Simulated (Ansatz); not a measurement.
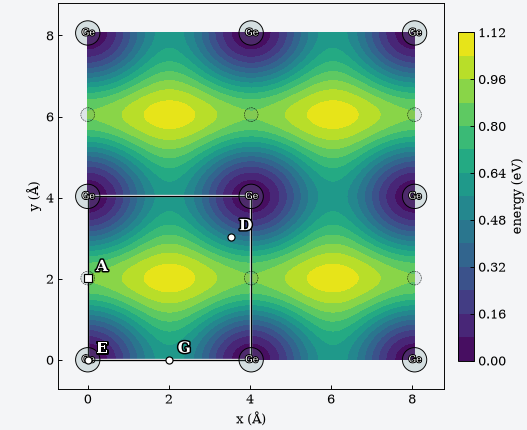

H on a Ge(100) slab cut from the Fd-3m phase, its upper half relaxed before the scan (4 atoms of substrate and one adsorbate in a 1 × 1 cell). H is moved over the surface cell at a fixed height above a rigid substrate; the origin of the map has the adsorbate above Ge4; the height is held at 2.50 Å. Places are given modulo a cell vector. The map is drawn in real space over the plane of the surface. Grid: 8 × 8 points; 25 points were computed and 39 follow by symmetry. All energies are given in eV relative to the lowest grid point. The runs have no spin polarisation, so an open-shell adsorbate far from the surface lies too high. With one adsorbate in each 1 × 1 cell, its nearest image is 4.0 Å away, so neighbouring adsorbates interact. At a fixed height the lowest place need not be the adsorption site. All numbers below come from DFT PBE+D3(BJ), scalar-relativistic, plane waves, PAW in Ansatz 0.2.0. Settings: cutoff 420 eV, k-mesh 7×7×1, gaussian smearing 0.1 eV, no spin polarisation.

In the figure: filled contours, labelled circles for the atoms of the top layer and small ones for the second layer, the outline of one cell of the 2 × 2 shown, lettered points. Between grid points the surface is interpolated.

Is A the lowest point of the computed grid?

No. A lies 0.89 eV above the lowest grid point, which is at the top site over a surface Ge atom, (0/8, 0/8) of the cell vectors.

What kind of point is each of A, D, E, G: minimum, saddle, maximum or slope?

A: saddle point; D: on a slope; E: minimum; G: saddle point. (In these two coordinates alone; a stationary point may lie a little off the grid point.)

Rank the lettered points by energy, lowest first.

E (0.00 eV), D (0.46 eV), G (0.61 eV), A (0.89 eV).

PAW datasets: the set soft_1.
